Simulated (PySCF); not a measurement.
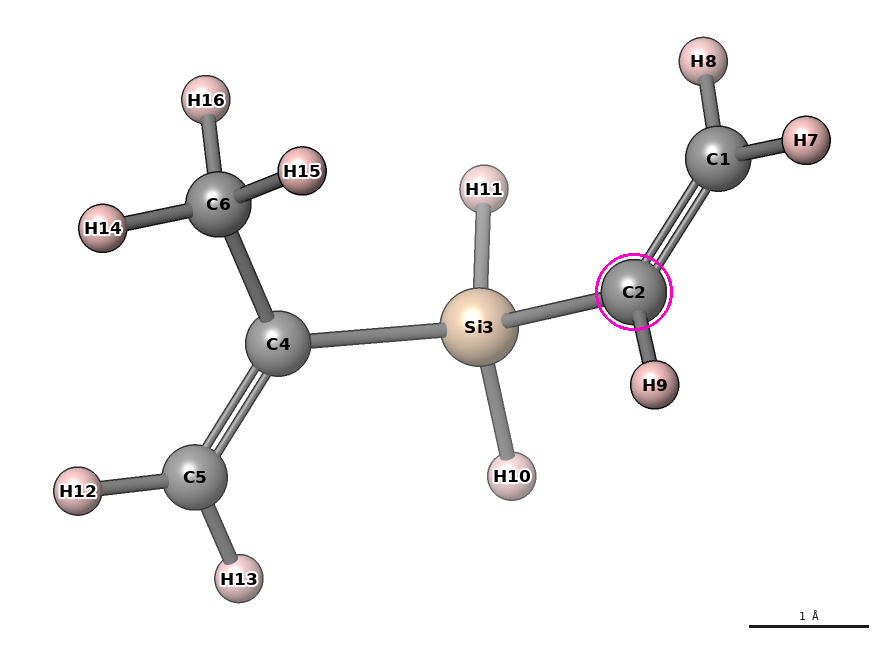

Orthographic view. Distant atoms are faded towards the background colour. The computed structure is the end point of a PBE0-D3(BJ)/def2-SVP optimisation. No frequency run is at hand to confirm it as a minimum.

Q: Name the neighbours of the circled atom.

A: The circled atom is C2; it is bonded to C1, Si3, H9.

Q: Which two atoms are farthest apart in space?

A: H7 and H12, 6.92 Å.

Q: Of C2 and Si3, which is nearer the viewer?

A: C2; the bond to Si3 points away from the viewer, so it looks shorter than its 1.87 Å.

Q: What is the shortest path along bonds from the circled atom to H13?

A: C2–Si3–C4–C5–H13, 4 bonds; through space the two are 4.30 Å apart.
